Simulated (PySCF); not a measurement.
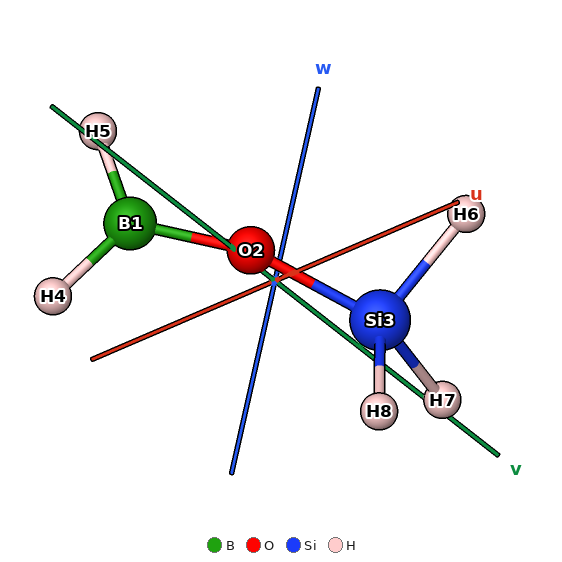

The lines u, v and w are the principal axes of the g tensor. State: charge −1, doublet. The computed structure is the end point of a GFN2-xTB optimisation. No frequency run is at hand to confirm it as a minimum. Properties computed with UKS B3LYP, pcH-1 on B H O Si, non-relativistic, mean-field spin-orbit, GIAO (PySCF 2.14.0).

### Along which axis does g lie farthest from the free-electron value?

Along v: the shift is 1224 ppm.

Give the principal values and shifts.

| axis | g | shift (ppm) |
| --- | --- | --- |
| u | 2.00213 | −187 |
| v | 2.00354 | 1224 |
| w | 2.00180 | −519 |

The geometry is semi-empirical. Around B, Si such bond lengths and angles can be off by a tenth of an ångström or more and by several degrees, and values that hang on the shape move with them.
